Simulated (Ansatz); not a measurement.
**CH2F2 (difluoromethane): BHLYP/STO-3G**

Aim: the electronic atomisation energy of CH2F2 (difluoromethane) at BHLYP/STO-3G, from 4 runs. 

The calculation is run with Ansatz 0.2.0.

44 further runs of the same task are left out: 1 that didn't finish, 43 set aside as unsound or not needed.

### Step 1. The system as given

CH2F2 has 5 atoms, charge 0, and is taken as a singlet. As SMILES, `FCF`. The shape is that of a PBE0-D4/def2-TZVP optimisation.

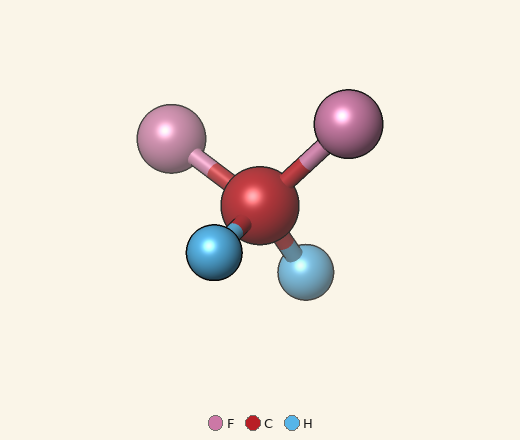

Viewed from a chosen angle; fluorine pink, carbon red, hydrogen blue.

### Step 2. The energy at BHLYP/STO-3G

job.yaml reads:

```yaml
basis:
  gaussian: {orbitals: STO-3G}
crystal:
  periodic: [false, false, false]
  atoms:
    - symbol: F
      position_ang: [-1.073300, 0.191200, 0.698300]
    - symbol: C
      position_ang: [0.010100, -0.016900, -0.082300]
    - symbol: F
      position_ang: [1.090500, -0.179200, 0.713200]
    - symbol: H
      position_ang: [-0.142700, -0.932900, -0.659500]
    - symbol: H
      position_ang: [0.165300, 0.864200, -0.711100]
hamiltonian: {xc: {name: BHLYP}}
accuracy: high
```

On the command line:

```
$ ansatz run job.yaml --threads 1 --pin off --max-ram 2610MiB --events-out events.jsonl --progress --plain --runs-dir runs
```

Log:

```text
Warning: RAYON_NUM_THREADS=1 ignored (pool sized by the plan → 1); use --threads N
Functional definition: BHLYP
  name "BHLYP"
  parameter a = 0.5
  exchange = (1 - a)*b88_x + a*exact_x
  correlation = lyp_c
295 factors; integrals over basis functions are off by at most 3.5e-8 eV
mean field evaluation 1: about -6406.7459 eV, gradient 2.5e1 eV
mean field evaluation 2: about -6408.1111 eV, gradient 1.6e1 eV
mean field evaluation 4: about -6408.7997 eV, gradient 5.3e-2 eV
mean field evaluation 8: about -6408.8639 eV, gradient 1.1e-3 eV
mean field evaluation 16: about -6408.8639 eV, gradient 2.2e-8 eV
mean field -6408.86388154 eV, -235.5214035625 hartree, gradient 2.2e-8 eV, S^2 0.000000; 0 other end points of the search recorded, 0 dependent functions left out
reference -6408.86389536 eV, -235.5214040704 hartree; 13, 13 occupied and 4, 4 virtual orbitals, 295 factors
Total energy: -6408.86389536 eV, -235.5214040704 hartree
```

Wall time 0.76 s (1 thread of Arm Neoverse V2, shared host); peak memory 0.09 GiB.

### Step 3. The C atom at the same level

molecule.yaml reads:

```yaml
crystal:
  periodic: [false, false, false]
  atoms:
    - {symbol: C, position_ang: [0.000000, 0.000000, 0.000000]}
basis:
  gaussian: {orbitals: STO-3G}
hamiltonian: {xc: {name: BHLYP}}
total_charge: 0
accuracy: high
magnetization: {spin_polarized: true, initial_magnetization: 2}
```

Run the same way, it converges to -37.34735 Eh (log not shown).

### Step 4. The F atom

job.yaml reads:

```yaml
crystal:
  periodic: [false, false, false]
  atoms:
    - {symbol: F, position_ang: [0.000000, 0.000000, 0.000000]}
basis:
  gaussian: {orbitals: STO-3G}
magnetization: {spin_polarized: true, initial_magnetization: 1}
hamiltonian: {xc: {name: BHLYP}}
accuracy: high
```

Run the same way, it converges to -98.27228 Eh (log not shown).

### Step 5. The H atom, same level

job.yaml, as its differences from that of step 4:

```diff
@@ -3,3 +3,4 @@
   atoms:
-    - {symbol: F, position_ang: [0.000000, 0.000000, 0.000000]}
+    - symbol: H
+      position_ang: [0.000000, 0.000000, 0.000000]
 basis:
```

On the command line:

```
$ ansatz run job.yaml --threads 1 --pin off --max-ram 2610MiB --events-out events.jsonl --progress --plain --runs-dir runs
```

Log, shortened:

```text
Warning: RAYON_NUM_THREADS=1 ignored (pool sized by the plan → 1); use --threads N
[... 5 set-up lines as earlier in the session ...]
1 factors; integrals over basis functions are off by at most 4.6e-10 eV
mean field evaluation 1: about -12.6441 eV, gradient 0.0e0 eV
mean field evaluation 2: about -12.6441 eV, gradient 0.0e0 eV
mean field -12.64407579 eV, -0.4646612147 hartree, gradient 0.0e0 eV, S^2 0.750000; 0 other end points of the search recorded, 0 dependent functions left out
reference -12.64408485 eV, -0.4646615477 hartree; 1, 0 occupied and 0, 1 virtual orbitals, 1 factors
Total energy: -12.64408485 eV, -0.4646615477 hartree
```

Wall time 0.06 s (1 thread of Arm Neoverse V2, shared host).

### Step 6. Results

At BHLYP/STO-3G:

| quantity | value |
| --- | --- |
| molecule: total energy | -235.52140 Eh |
| C atom: total energy | -37.34735 Eh |
| C atom: ⟨S²⟩ | 2.000 |
| F atom: total energy | -98.27228 Eh |
| F atom: ⟨S²⟩ | 0.750 |
| H atom: total energy | -0.46466 Eh |
| H atom: ⟨S²⟩ | 0.750 |
| electronic atomisation energy | 19.053 eV |

In words: Taking the molecule apart into free atoms costs 19.05 eV (439 kcal/mol), before zero-point energy and without spin-orbit coupling. In a minimal basis such a difference can be off by several eV, whatever the method.
